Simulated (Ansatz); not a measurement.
**C₂HF₃O₂: a spread of methods and bases**

How do the results and run time of C₂HF₃O₂ respond when the settings are drawn wide?

Program: Ansatz 0.2.0, Gaussian basis. Level of theory: the settings change from run to run. These are calculated values, not measurements.

## 1. The molecule

The geometry comes from an earlier relaxation with PBE0-D4 in a triple-zeta def2 set; it is a stationary point, not always the lowest conformer.

8 atoms, charge 0, spin multiplicity 1.

Atoms are counted from 1 here; the program's logs count them from 0.

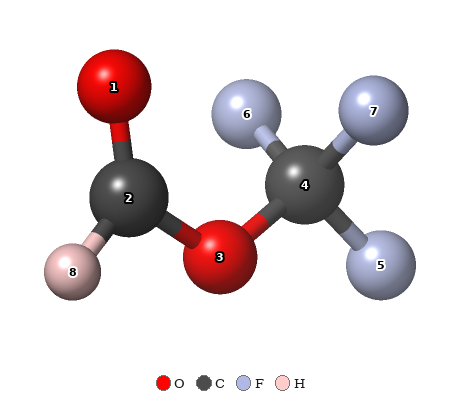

The geometry (oxygen red, carbon dark grey, fluorine light blue, hydrogen pink); atoms are numbered from 1 in the order of the file.

## 2. revPBE0/x2c-TZVPPall

Options: charge +1, multiplicity 2, restricted open-shell orbitals, a grid of angular degree 23, D3(BJ) dispersion, the search for lower states set to light.

Contents of in.yaml:

```yaml
crystal:
  periodic: [false, false, false]
  atoms:
    - {symbol: O, position_ang: [0.883038, -0.997584, 1.311479]}
    - {symbol: C, position_ang: [0.000714, -1.248825, 0.565324]}
    - {symbol: O, position_ang: [-0.538096, -0.398617, -0.361841]}
    - {symbol: C, position_ang: [-0.037979, 0.878257, -0.471195]}
    - {symbol: F, position_ang: [-0.729375, 1.471363, -1.427821]}
    - {symbol: F, position_ang: [-0.188702, 1.561890, 0.650810]}
    - {symbol: F, position_ang: [1.241120, 0.877186, -0.807085]}
    - {symbol: H, position_ang: [-0.538620, -2.200771, 0.484530]}
basis:
  gaussian: {orbitals: x2c-TZVPPall, final_grid: {core_spheres: 8, valence_spheres: 7, degree: 23}}
total_charge: 1
magnetization: {spin_polarized: false, initial_magnetization: 1}
hamiltonian: {xc: {name: revPBE0}, dispersion: d3bj}
scf: {lower_state_search: light}
output: {forces: true}
```

Run with:

```console
$ ansatz run in.yaml --threads 4 --pin off --events-out ev --progress --plain --max-ram 10444MiB
```

Standard output (excerpt; [...] marks lines left out):

```text
Functional definition: revPBE0
  name "revPBE0"
  cite "Zhang & Yang, Phys. Rev. Lett. 80, 890 (1998) doi:10.1103/PhysRevLett.80.890"
  cite "Adamo & Barone, J. Chem. Phys. 110, 6158 (1999) doi:10.1063/1.478522"
  cite "Perdew, Burke & Ernzerhof, Phys. Rev. Lett. 77, 3865 (1996) doi:10.1103/PhysRevLett.77.3865"
[...]
1189 factors; their error is unknown
[...]
mean field -14333.14535916 eV, -526.7333765942 hartree, gradient 1.8e-5 eV, S^2 0.750000; 4 other end points of the search recorded, 0 dependent functions left out
[...]
reference -14333.14538102 eV, -526.7333773977 hartree; 28, 27 occupied and 203, 204 virtual orbitals, 1189 factors
Total energy: -14333.43658569 eV, -526.7440789719 hartree
Relativity: scalar
Atom 0 at     0.883038    -0.997584     1.311479 Å, force     2.183905     0.436110     1.933918 eV/Å
Atom 1 at     0.000714    -1.248825     0.565324 Å, force    -3.625342     1.374859    -4.195756 eV/Å
Atom 2 at    -0.538096    -0.398617    -0.361841 Å, force     0.498247    -3.074164     1.930812 eV/Å
Atom 3 at    -0.037979     0.878257    -0.471195 Å, force     0.892868     3.984053    -0.993778 eV/Å
Atom 4 at    -0.729375     1.471363    -1.427821 Å, force     0.046724    -0.868369     0.453453 eV/Å
Atom 5 at    -0.188702     1.561890     0.650810 Å, force    -0.024798    -0.685005     0.080059 eV/Å
Atom 6 at     1.241120     0.877186    -0.807085 Å, force    -0.219332    -0.592030     0.278915 eV/Å
Atom 7 at    -0.538620    -2.200771     0.484530 Å, force     0.247730    -0.575456     0.512378 eV/Å
Dipole moment:    -0.118650    -1.390760     0.536707 e Å
```

It took 3.9 s on 4 threads of AMD EPYC 9R45, shared host; peak memory 0.94 GiB.

Largest force 5.713 eV/Å.

## 3. PBEsol/def2-TZVPD

Set apart from the defaults: coordinates scaled by 1.12, D4 dispersion, high accuracy.

Contents of in.yaml:

```yaml
crystal:
  periodic: [false, false, false]
  atoms:
    - {symbol: O, position_ang: [0.989002, -1.117294, 1.468856]}
    - {symbol: C, position_ang: [0.000800, -1.398683, 0.633163]}
    - {symbol: O, position_ang: [-0.602667, -0.446451, -0.405262]}
    - {symbol: C, position_ang: [-0.042536, 0.983648, -0.527738]}
    - {symbol: F, position_ang: [-0.816900, 1.647926, -1.599159]}
    - {symbol: F, position_ang: [-0.211346, 1.749317, 0.728907]}
    - {symbol: F, position_ang: [1.390054, 0.982449, -0.903936]}
    - {symbol: H, position_ang: [-0.603255, -2.464863, 0.542674]}
basis:
  gaussian: {orbitals: def2-TZVPD}
hamiltonian: {xc: {name: PBEsol}, dispersion: d4}
accuracy: high
```

Same command.

Standard output:

```text
Functional definition: PBEsol
  name "PBEsol"
  cite "Perdew et al., Phys. Rev. Lett. 100, 136406 (2008) doi:10.1103/PhysRevLett.100.136406"
  cite "Perdew, Burke & Ernzerhof, Phys. Rev. Lett. 77, 3865 (1996) doi:10.1103/PhysRevLett.77.3865"
  parent pbesol
  exchange = pbesol_x
  correlation = pbesol_c
4639 factors; integrals over basis functions are off by at most 5.2e-9 eV
mean field evaluation 1: about -14272.3243 eV, gradient 6.6e1 eV
mean field evaluation 2: about -14211.3208 eV, gradient 1.8e2 eV
mean field evaluation 4: about -14278.2876 eV, gradient 2.1e1 eV
mean field evaluation 8: about -14279.0290 eV, gradient 2.7e-1 eV
mean field evaluation 16: about -14279.0259 eV, gradient 1.6e-4 eV
mean field -14279.02589646 eV, -524.7445230235 hartree, gradient 1.8e-8 eV, S^2 0.000000; 0 other end points of the search recorded, 0 dependent functions left out
reference -14279.02590200 eV, -524.7445232270 hartree; 28, 28 occupied and 255, 255 virtual orbitals, 4639 factors
Total energy: -14279.07124401 eV, -524.7461895153 hartree
```

It took 6.5 s on 4 threads of AMD EPYC 9R45, shared host; peak memory 2.2 GiB.

## 4. SVWN5/def2-TZVPP

This run has multiplicity 3, a grid of angular degree 11, finite nuclei.

Contents of in.yaml:

```yaml
crystal:
  periodic: [false, false, false]
  atoms:
    - {symbol: O, position_ang: [0.883038, -0.997584, 1.311479]}
    - {symbol: C, position_ang: [0.000714, -1.248825, 0.565324]}
    - {symbol: O, position_ang: [-0.538096, -0.398617, -0.361841]}
    - {symbol: C, position_ang: [-0.037979, 0.878257, -0.471195]}
    - {symbol: F, position_ang: [-0.729375, 1.471363, -1.427821]}
    - {symbol: F, position_ang: [-0.188702, 1.561890, 0.650810]}
    - {symbol: F, position_ang: [1.241120, 0.877186, -0.807085]}
    - {symbol: H, position_ang: [-0.538620, -2.200771, 0.484530]}
basis:
  gaussian: {orbitals: def2-TZVPP, final_grid: {core_spheres: 5, valence_spheres: 4, degree: 11}, nuclear_model: gaussian}
magnetization: {spin_polarized: true, initial_magnetization: 2}
hamiltonian: {xc: {name: SVWN5}}
output: {forces: true}
```

Same command.

Standard output (excerpt; [...] marks lines left out):

```text
Functional definition: SVWN5
  name "SVWN5"
  cite "Dirac, Proc. Camb. Phil. Soc. 26, 376 (1930) doi:10.1017/S0305004100016108"
  cite "Slater, Phys. Rev. 81, 385 (1951) doi:10.1103/PhysRev.81.385"
  cite "Vosko, Wilk & Nusair, Can. J. Phys. 58, 1200 (1980) doi:10.1139/p80-159"
[...]
1189 factors; their error is unknown
[...]
mean field -14237.69504850 eV, -523.2256423762 hartree, gradient 3.3e-5 eV, S^2 2.002275; 4 other end points of the search recorded, 0 dependent functions left out
[...]
reference -14237.69506898 eV, -523.2256431285 hartree; 29, 27 occupied and 202, 204 virtual orbitals, 1189 factors
Total energy: -14237.69506898 eV, -523.2256431285 hartree
Atom 0 at     0.883038    -0.997584     1.311479 Å, force     6.257291     1.971602     5.202891 eV/Å
Atom 1 at     0.000714    -1.248825     0.565324 Å, force    -6.076372    -2.478605    -4.787800 eV/Å
Atom 2 at    -0.538096    -0.398617    -0.361841 Å, force    -0.189735     2.026048    -1.138998 eV/Å
Atom 3 at    -0.037979     0.878257    -0.471195 Å, force    -0.627370    -1.219906    -0.041679 eV/Å
Atom 4 at    -0.729375     1.471363    -1.427821 Å, force    -0.081432    -0.008797    -0.075609 eV/Å
Atom 5 at    -0.188702     1.561890     0.650810 Å, force     0.091901     0.182327     0.414224 eV/Å
Atom 6 at     1.241120     0.877186    -0.807085 Å, force     0.459131     0.004882     0.038928 eV/Å
Atom 7 at    -0.538620    -2.200771     0.484530 Å, force     0.166586    -0.477552     0.388043 eV/Å
Dipole moment:    -0.127482    -0.247695    -0.008536 e Å
```

Wall time 1.2 s (4 threads of AMD EPYC 9R45, shared host).

Largest force 8.373 eV/Å, dipole 1.34 D, ⟨S²⟩ 2.002.

## 5. LC-wPBE/def2-TZVPD

Set apart from the defaults: a grid of angular degree 23, relativity set to scalar, the search for lower states set to light.

in.yaml, as its differences from that of step 4:

```diff
@@ -12,5 +12,4 @@
 basis:
-  gaussian: {orbitals: def2-TZVPP, final_grid: {core_spheres: 5, valence_spheres: 4, degree: 11}, nuclear_model: gaussian}
-magnetization: {spin_polarized: true, initial_magnetization: 2}
-hamiltonian: {xc: {name: SVWN5}}
-output: {forces: true}
+  gaussian: {orbitals: def2-TZVPD, final_grid: {core_spheres: 8, valence_spheres: 7, degree: 23}}
+hamiltonian: {xc: {name: LC-wPBE}, pseudopotentials: {relativity: scalar}}
+scf: {lower_state_search: light}
```

Launched as before.

Standard output (excerpt; [...] marks lines left out):

```text
Functional definition: LC-wPBE
  name "LC-wPBE"
  cite "Vydrov & Scuseria, J. Chem. Phys. 125, 234109 (2006) doi:10.1063/1.2409292"
  cite "Heyd & Scuseria, J. Chem. Phys. 120, 7274 (2004) doi:10.1063/1.1668634"
  cite "Ernzerhof & Perdew, J. Chem. Phys. 109, 3313 (1998) doi:10.1063/1.476928"
  cite "Perdew, Burke & Ernzerhof, Phys. Rev. Lett. 77, 3865 (1996) doi:10.1103/PhysRevLett.77.3865"
  parent pbe
[...]
1358 factors; their error is unknown
444 factors; integrals over basis functions are off by at most 3.7e-5 eV
[...]
mean field -14343.35929632 eV, -527.1087318616 hartree, gradient 1.1e-5 eV, S^2 0.000000; 0 other end points of the search recorded, 0 dependent functions left out
reference -14343.35929633 eV, -527.1087318620 hartree; 28, 28 occupied and 255, 255 virtual orbitals, 1358 factors
Total energy: -14343.35929633 eV, -527.1087318620 hartree
Relativity: scalar
```

Wall time 1.3 s (4 threads of AMD EPYC 9R45, shared host); peak memory 0.62 GiB.

## 6. B97M-V/def2-mTZVP

This run has high accuracy.

in.yaml, as its differences from that of step 5:

```diff
@@ -12,4 +12,5 @@
 basis:
-  gaussian: {orbitals: def2-TZVPD, final_grid: {core_spheres: 8, valence_spheres: 7, degree: 23}}
-hamiltonian: {xc: {name: LC-wPBE}, pseudopotentials: {relativity: scalar}}
-scf: {lower_state_search: light}
+  gaussian: {orbitals: def2-mTZVP}
+hamiltonian: {xc: {name: B97M-V}}
+accuracy: high
+output: {forces: true}
```

Launched as before.

Standard output (excerpt; [...] marks lines left out):

```text
Functional definition: B97M-V
  name "B97M-V"
  cite "Mardirossian & Head-Gordon, J. Chem. Phys. 142, 074111 (2015) doi:10.1063/1.4907719"
  cite "Becke, J. Chem. Phys. 107, 8554 (1997) doi:10.1063/1.475007"
  cite "Vydrov & Van Voorhis, J. Chem. Phys. 133, 244103 (2010) doi:10.1063/1.3521275"
  # Of w^i u^j: cxij and so on, Table III.
[...]
  gx(w, u) = cx00 + cx01*u + cx02*u^2 + (cx10 + cx11*u)*w
  gss(w, u) = css00 + css02*u^2 + css10*w + (css32*w^3 + css42*w^4)*u^2
  gos(w, u) = cos00 + cos01*u + cos03*u^3 + cos10*w + cos32*w^3*u^2
[...]
      + integral(e_c_pw_mod_opposite_spin*gos(b97_w_opposite, b97_u_opposite)) + vv10(b, c)
2900 factors; integrals over basis functions are off by at most 1.8e-8 eV
[...]
mean field -14336.55619613 eV, -526.8587225411 hartree, gradient 5.2e-8 eV, S^2 0.000000; 0 other end points of the search recorded, 0 dependent functions left out
[...]
reference -14336.55620063 eV, -526.8587227062 hartree; 28, 28 occupied and 118, 118 virtual orbitals, 2900 factors
Total energy: -14336.55620063 eV, -526.8587227062 hartree
Atom 0 at     0.883038    -0.997584     1.311479 Å, force     0.301245     0.107935     0.244320 eV/Å
Atom 1 at     0.000714    -1.248825     0.565324 Å, force    -0.218999    -0.301120    -0.071580 eV/Å
Atom 2 at    -0.538096    -0.398617    -0.361841 Å, force    -0.241071    -0.012744    -0.230640 eV/Å
Atom 3 at    -0.037979     0.878257    -0.471195 Å, force     0.000912    -0.136292     0.065161 eV/Å
Atom 4 at    -0.729375     1.471363    -1.427821 Å, force    -0.107026     0.073355    -0.139445 eV/Å
Atom 5 at    -0.188702     1.561890     0.650810 Å, force    -0.019093     0.111927     0.197229 eV/Å
Atom 6 at     1.241120     0.877186    -0.807085 Å, force     0.222139    -0.003794    -0.049269 eV/Å
Atom 7 at    -0.538620    -2.200771     0.484530 Å, force     0.061892     0.160734    -0.015776 eV/Å
Dipole moment:    -0.263672    -0.287221    -0.123375 e Å
```

Wall time 11 s (4 threads of AMD EPYC 9R45, shared host); peak memory 0.8 GiB.

Largest force 0.403 eV/Å, dipole 1.96 D.

## 7. BLYP/6-31G

This run has atoms shaken by 0.08 Å, D3(BJ) dispersion.

Contents of in.yaml:

```yaml
crystal:
  periodic: [false, false, false]
  atoms:
    - {symbol: O, position_ang: [0.921502, -0.960842, 1.411673]}
    - {symbol: C, position_ang: [-0.034806, -1.166327, 0.558856]}
    - {symbol: O, position_ang: [-0.562850, -0.370104, -0.411782]}
    - {symbol: C, position_ang: [-0.134985, 0.735451, -0.426037]}
    - {symbol: F, position_ang: [-0.748009, 1.342169, -1.475501]}
    - {symbol: F, position_ang: [-0.149702, 1.703808, 0.780263]}
    - {symbol: F, position_ang: [1.266509, 0.927480, -0.766803]}
    - {symbol: H, position_ang: [-0.592194, -2.170119, 0.441076]}
basis:
  gaussian: {orbitals: 6-31G}
hamiltonian: {xc: {name: BLYP}, dispersion: d3bj}
```

Launched as before.

Standard output (excerpt; [...] marks lines left out):

```text
Functional definition: BLYP
  name "BLYP"
  cite "Becke, Phys. Rev. A 38, 3098 (1988) doi:10.1103/PhysRevA.38.3098"
  cite "Lee, Yang & Parr, Phys. Rev. B 37, 785 (1988) doi:10.1103/PhysRevB.37.785"
[...]
859 factors; their error is unknown
[...]
a density is far from that of the atoms, so the factors are made again for it
749 factors; integrals over basis functions are off by at most 6.3e-5 eV
mean field -14326.53596761 eV, -526.4904859349 hartree, gradient 2.0e-5 eV, S^2 0.000000; 0 other end points of the search recorded, 0 dependent functions left out
reference -14326.53615742 eV, -526.4904929104 hartree; 28, 28 occupied and 37, 37 virtual orbitals, 749 factors
Total energy: -14326.80622918 eV, -526.5004178644 hartree
```

Wall time 0.45 s (4 threads of AMD EPYC 9R45, shared host).

## 8. HF/def2-TZVP

This run has high accuracy, the search for lower states set to full.

Contents of in.yaml:

```yaml
crystal:
  periodic: [false, false, false]
  atoms:
    - {symbol: O, position_ang: [0.883038, -0.997584, 1.311479]}
    - {symbol: C, position_ang: [0.000714, -1.248825, 0.565324]}
    - {symbol: O, position_ang: [-0.538096, -0.398617, -0.361841]}
    - {symbol: C, position_ang: [-0.037979, 0.878257, -0.471195]}
    - {symbol: F, position_ang: [-0.729375, 1.471363, -1.427821]}
    - {symbol: F, position_ang: [-0.188702, 1.561890, 0.650810]}
    - {symbol: F, position_ang: [1.241120, 0.877186, -0.807085]}
    - {symbol: H, position_ang: [-0.538620, -2.200771, 0.484530]}
basis:
  gaussian: {orbitals: def2-TZVP}
hamiltonian: {xc: {name: HF}}
accuracy: high
scf: {lower_state_search: full}
output: {forces: true}
```

The command is unchanged.

Standard output (excerpt; [...] marks lines left out):

```text
Functional definition: HF
  name "HF"
  cite "Fock, Z. Phys. 61, 126 (1930) doi:10.1007/BF01340294"
  parent pbe
[...]
3947 factors; integrals over basis functions are off by at most 1.1e-8 eV
[...]
mean field -14275.31164771 eV, -524.6080268995 hartree, gradient 1.8e-8 eV, S^2 0.000000; 0 other end points of the search recorded, 0 dependent functions left out
[...]
reference -14275.31164771 eV, -524.6080268995 hartree; 28, 28 occupied and 195, 195 virtual orbitals, 3947 factors
Total energy: -14275.31164771 eV, -524.6080268995 hartree
Atom 0 at     0.883038    -0.997584     1.311479 Å, force    -1.616528    -0.407120    -1.392187 eV/Å
Atom 1 at     0.000714    -1.248825     0.565324 Å, force     0.806951     0.307173     0.647917 eV/Å
Atom 2 at    -0.538096    -0.398617    -0.361841 Å, force     0.941987     0.616493     0.632833 eV/Å
Atom 3 at    -0.037979     0.878257    -0.471195 Å, force    -0.033110     0.217908    -0.134179 eV/Å
Atom 4 at    -0.729375     1.471363    -1.427821 Å, force     0.760667    -0.545274     1.002047 eV/Å
Atom 5 at    -0.188702     1.561890     0.650810 Å, force     0.169708    -0.679782    -1.218541 eV/Å
Atom 6 at     1.241120     0.877186    -0.807085 Å, force    -1.362265     0.053507     0.342753 eV/Å
Atom 7 at    -0.538620    -2.200771     0.484530 Å, force     0.332591     0.437096     0.119355 eV/Å
Dipole moment:    -0.322898    -0.371002    -0.142040 e Å
```

Wall time 5.5 s (4 threads of AMD EPYC 9R45, shared host); peak memory 1.4 GiB.

Largest force 2.172 eV/Å, dipole 2.46 D.

## 9. BHLYP/aug-cc-pVDZ

This run has density fitting with cc-pVTZ-jkfit, D3(BJ) with three-body dispersion, the search for lower states set to light.

in.yaml, as its differences from that of step 8:

```diff
@@ -12,6 +12,4 @@
 basis:
-  gaussian: {orbitals: def2-TZVP}
-hamiltonian: {xc: {name: HF}}
-accuracy: high
-scf: {lower_state_search: full}
-output: {forces: true}
+  gaussian: {orbitals: aug-cc-pVDZ, fitting: {mean_field: cc-pVTZ-jkfit}}
+hamiltonian: {xc: {name: BHLYP}, dispersion: d3bjatm}
+scf: {lower_state_search: light}
```

Launched as before.

Standard output:

```text
Functional definition: BHLYP
  name "BHLYP"
  cite "Becke, J. Chem. Phys. 98, 1372 (1993) doi:10.1063/1.464304"
  cite "Becke, Phys. Rev. A 38, 3098 (1988) doi:10.1103/PhysRevA.38.3098"
  cite "Lee, Yang & Parr, Phys. Rev. B 37, 785 (1988) doi:10.1103/PhysRevB.37.785"
  parameter a = 0.5
  exchange = (1 - a)*b88_x + a*exact_x
  correlation = lyp_c
583 factors; integrals over basis functions are off by at most 2.4e-1 eV
mean field evaluation 1: about -14324.9750 eV, gradient 5.9e1 eV
mean field evaluation 2: about -14323.0257 eV, gradient 7.0e1 eV
mean field evaluation 4: about -14330.6457 eV, gradient 3.2e0 eV
mean field evaluation 8: about -14330.6641 eV, gradient 7.9e-2 eV
mean field evaluation 16: about -14330.6641 eV, gradient 5.3e-5 eV
mean field -14330.66407775 eV, -526.6421911842 hartree, gradient 5.3e-5 eV, S^2 0.000000; 0 other end points of the search recorded, 0 dependent functions left out
reference -14330.66426640 eV, -526.6421981171 hartree; 28, 28 occupied and 142, 142 virtual orbitals, 583 factors
Total energy: -14330.82979771 eV, -526.6482812805 hartree
```

Run time: 0.75 s. Hardware: 4 threads of AMD EPYC 9R45, shared host.

## 10. HF/cc-pVTZ

in.yaml, as its differences from that of step 9:

```diff
@@ -12,4 +12,3 @@
 basis:
-  gaussian: {orbitals: aug-cc-pVDZ, fitting: {mean_field: cc-pVTZ-jkfit}}
-hamiltonian: {xc: {name: BHLYP}, dispersion: d3bjatm}
-scf: {lower_state_search: light}
+  gaussian: {orbitals: cc-pVTZ}
+hamiltonian: {xc: {name: HF}}
```

Same command.

Standard output:

```text
Functional definition: HF
  name "HF"
  cite "Fock, Z. Phys. 61, 126 (1930) doi:10.1007/BF01340294"
  parent pbe
  exchange = exact_x
  correlation = 0
1481 factors; their error is unknown
mean field evaluation 1: about -14268.4518 eV, gradient 5.9e1 eV
mean field evaluation 2: about -14272.2017 eV, gradient 4.0e1 eV
mean field evaluation 4: about -14274.4320 eV, gradient 2.7e0 eV
mean field evaluation 8: about -14274.4496 eV, gradient 9.2e-2 eV
mean field -14274.58776338 eV, -524.5814246411 hartree, gradient 1.3e-5 eV, S^2 0.000000; 0 other end points of the search recorded, 0 dependent functions left out
reference -14274.58776338 eV, -524.5814246411 hartree; 28, 28 occupied and 196, 196 virtual orbitals, 1481 factors
Total energy: -14274.58776338 eV, -524.5814246411 hartree
```

Run time: 0.5 s. Hardware: 4 threads of AMD EPYC 9R45, shared host.

## 11. The runs in one table

```
               level  charge  multiplicity  geometry  functions  energy (eV)    time
revPBE0/x2c-TZVPPall       1             2   relaxed        231   -14333.437   3.9 s
   PBEsol/def2-TZVPD       0             1    scaled        283   -14279.071   6.5 s
    SVWN5/def2-TZVPP       0             3   relaxed        231   -14237.695   1.2 s
  LC-wPBE/def2-TZVPD       0             1   relaxed        283   -14343.359   1.3 s
   B97M-V/def2-mTZVP       0             1   relaxed        146   -14336.556    11 s
          BLYP/6-31G       0             1    shaken         65   -14326.806  0.45 s
        HF/def2-TZVP       0             1   relaxed        223   -14275.312   5.5 s
   BHLYP/aug-cc-pVDZ       0             1   relaxed        170   -14330.830  0.75 s
          HF/cc-pVTZ       0             1   relaxed        224   -14274.588   0.5 s
```

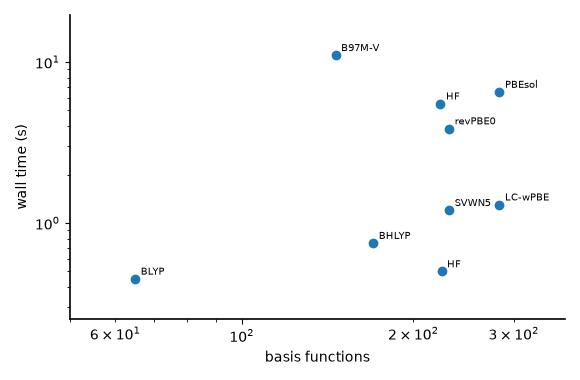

Wall time against the number of basis functions (shared host).

## 12. What came out

| quantity | value |
| --- | --- |
| runs | 9 |
| quickest | BLYP/6-31G, 0.45 s |
| slowest | B97M-V/def2-mTZVP, 11 s |
| spread of total energies, same state and geometry | 68.8 eV |
| dipole, same state and geometry | 1.96 to 2.46 D |

B97M-V/def2-mTZVP took 24 times as long as BLYP/6-31G. The jobs differ in tasks and options as well as level. The totals spread over 69 eV; they can't be compared across methods or bases. At the PBE0-D4/def2-TZVP geometry and in the same state, the sound runs without point charges leave forces up to 2.17 eV/Å (HF/def2-TZVP).
